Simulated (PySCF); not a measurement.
Species, as SMILES: N#P (N-P).
Geometry (B3LYP-D3(BJ)/def2-TZVP, fixed):
```
N
P 1 1.4828
```
Charge 0, spin multiplicity 1.

Basis-set convergence of the lowest singlet excitation energy at PBE0 with PySCF. Tamm-Dancoff approximation; the state is taken by its order, and sets in which it differs in degeneracy or brightness are left out, yet its character can still change. All functions are spherical. Density fitting with generated auxiliary sets. No added dispersion term, no relativity. Reference: the value in aug-pcseg-3, 4.778 eV, itself unsure by roughly 0.010 eV (its mean distance from aug-cc-pV(Q+d)Z, aug-pcseg-2, aug-cc-pV(T+d)Z). Deviations are taken from unrounded values. Cost is core time over that of pcseg-2, rough, on shared machines of one kind; a dash marks a row that isn't timed (too short, read off another run, short of memory, by another algorithm or on other hardware).

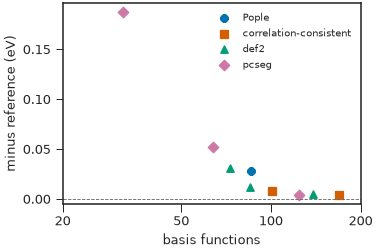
Fig. 1. Deviation from the reference against the number of basis functions, by family of sets.

```json
[
 {"basis": "pcseg-1", "functions": "32", "lowest singlet excitation energy (eV)": "4.965", "minus reference (eV)": "0.187", "cost": "-"},
 {"basis": "pcseg-2", "functions": "64", "lowest singlet excitation energy (eV)": "4.830", "minus reference (eV)": "0.053", "cost": "1×"},
 {"basis": "def2-TZVPP", "functions": "73", "lowest singlet excitation energy (eV)": "4.808", "minus reference (eV)": "0.031", "cost": "1×"},
 {"basis": "def2-TZVPPD", "functions": "85", "lowest singlet excitation energy (eV)": "4.789", "minus reference (eV)": "0.012", "cost": "2×"},
 {"basis": "6-311++G(3df,3pd)", "functions": "86", "lowest singlet excitation energy (eV)": "4.806", "minus reference (eV)": "0.028", "cost": "2×"},
 {"basis": "aug-cc-pV(T+d)Z", "functions": "101", "lowest singlet excitation energy (eV)": "4.786", "minus reference (eV)": "0.008", "cost": "2×"},
 {"basis": "pcseg-3", "functions": "124", "lowest singlet excitation energy (eV)": "4.782", "minus reference (eV)": "0.004", "cost": "4×"},
 {"basis": "def2-QZVPPD", "functions": "139", "lowest singlet excitation energy (eV)": "4.782", "minus reference (eV)": "0.005", "cost": "5×"},
 {"basis": "aug-cc-pV(Q+d)Z", "functions": "169", "lowest singlet excitation energy (eV)": "4.782", "minus reference (eV)": "0.004", "cost": "8×"}
]
```
